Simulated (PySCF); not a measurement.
# Si$_{4}$: what the fields show

```yaml
atoms:
  - { symbol: Si, position_ang: [0.3424, -1.9578, 0.2785] }
  - { symbol: Si, position_ang: [1.0660, 0.1637, 0.8644] }
  - { symbol: Si, position_ang: [-0.3261, 1.9448, 0.3543] }
  - { symbol: Si, position_ang: [-1.0443, -0.1760, -0.2406] }
```

Geometry: PBE0-D3(BJ)/def2-SVP.

Theory: PBE0/pcSseg-1, SCF density, gas phase, non-relativistic (PySCF).

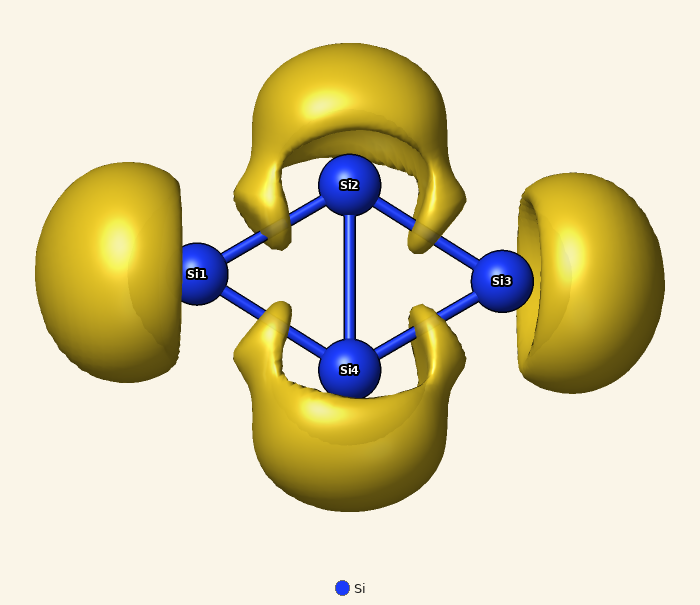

Figure 1. Isosurface of the electron localisation function at 0.8 (yellow), seen at a tilt. Only the valence region is drawn (cores and ρ < 0.01 e/Å³ removed).

Describe the localisation domains.

At this value the surface marks out two regions on Si in which the atom's valence shell and bonds are merged and two lobes on Si, pointing away from the bonds (lone pairs). Along the contacts the grid gives the following. Si–Si (2.32 Å): the ELF peaks at about 0.85 between the atoms; a covalent bond. Si–Si (2.41 Å): the ELF peaks at about 0.70 between the atoms.

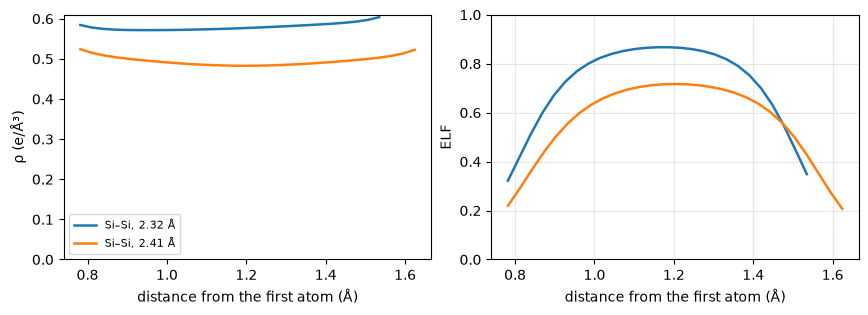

Figure 2. Total electron density and electron localisation function along straight lines between neighbouring atoms. The curves leave out the atomic cores.

Compare the contacts.

Si–Si (2.32 Å): ρ at the midpoint is about 0.58 e/Å³; the ELF peaks at about 0.85 between the atoms (localised, covalent bonding).
Si–Si (2.41 Å): the density is about 0.48 e/Å³ at the midpoint; the ELF peaks at about 0.70 between the atoms.
